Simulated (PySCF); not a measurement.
| atom | x (Å) | y (Å) | z (Å) |
| --- | --- | --- | --- |
| C | -2.6442 | 1.5926 | -0.4489 |
| C | -1.3785 | 1.6569 | -0.8579 |
| C | -0.3779 | 0.7849 | -0.4139 |
| C | 0.5046 | 0.0363 | -0.0396 |
| C | 1.4745 | -0.7928 | 0.3775 |
| C | 2.3565 | -1.5449 | 0.7557 |
| C | 3.3287 | -2.3839 | 1.1808 |
| N | 4.1546 | -3.0996 | 1.5450 |
| H | -3.3859 | 2.2817 | -0.8134 |
| H | -2.9717 | 0.8506 | 0.2602 |
| H | -1.0551 | 2.4058 | -1.5714 |

Geometry: GFN2-xTB.

Computed with PBE0/pcSseg-1, SCF density, gas phase, non-relativistic in PySCF.

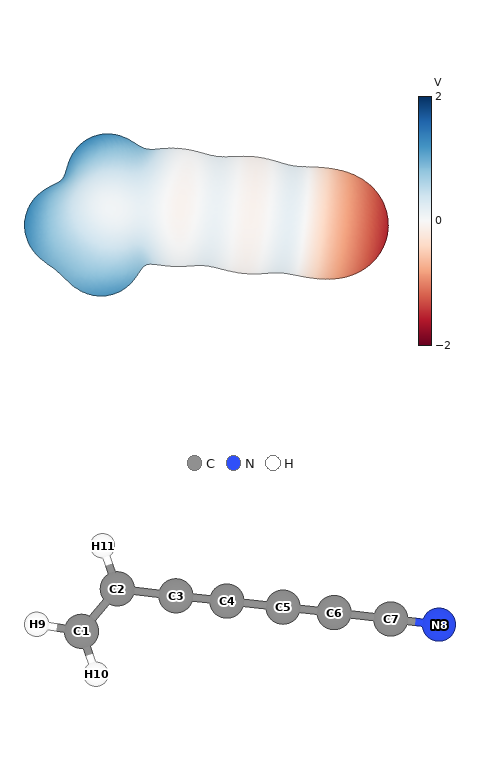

C₇H₃N (SMILES C=CC#CC#CC#N). The molecular electrostatic potential painted on the density surface at 0.001 e/bohr³, seen across its widest extent; the colour scale runs from red (negative) to blue (positive). The bare structure is drawn below in the same view.

Question: Which sites attract a positive test charge, and which a negative one?

Answer: A positive charge is drawn to the negative regions and a negative charge to the positive ones. The most negative region (about −1.5 V, or −35 kcal/mol for a unit charge) lies over N8, the most positive (about +1.2 V, or +28 kcal/mol for a unit charge) over H9 and H11. N8 is the likeliest acceptor of a hydrogen bond.
